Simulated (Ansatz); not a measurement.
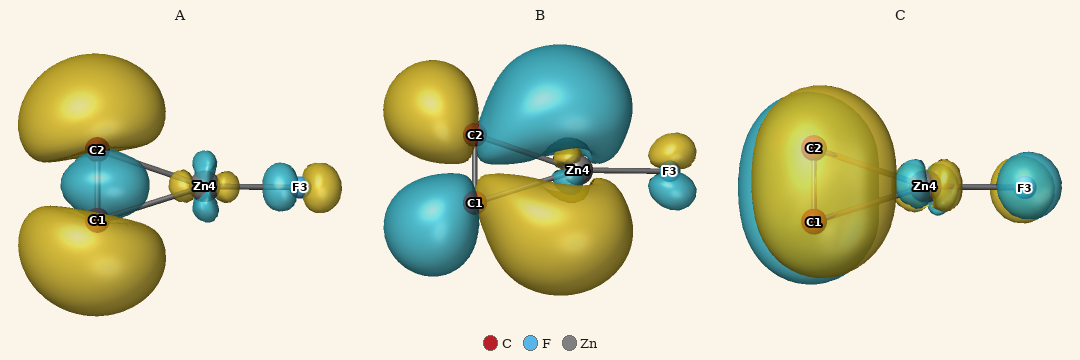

C2FZn (doublet). Three frontier orbitals at ±0.08 Å⁻³ᐟ² (yellow and cyan are the two phases), in no order.

Geometry: PBE0-D3(BJ)/def2-SVP.

Theory: isolated molecule in a Gaussian basis; Kohn-Sham density functional theory, functional PBE0 in Ansatz 0.2.0.

Order the three orbitals by energy and name them. All are α orbitals.

A is the HOMO−1 (α) (−9.83 eV). Its weight (Hirshfeld) is mainly on C1 (about 45 %) and C2 (about 45 %); it is symmetric in the molecular plane (an in-plane orbital: σ, lone-pair or in-plane π type). C is the HOMO (α) (−9.40 eV). Its weight (Hirshfeld) is mainly on C1 (about 45 %), C2 (about 45 %) and Zn4 (about 10 %); it changes sign across the molecular plane (π type); π-bonding across C1–C2. B is the LUMO (α) (−1.78 eV). It lies mainly on Zn4 (about 35 %), C1 (about 30 %) and C2 (about 30 %); it is symmetric in the molecular plane (an in-plane orbital: σ, lone-pair or in-plane π type).

What is the gap between the highest occupied and lowest empty α orbitals?

7.62 eV between the orbital energies.
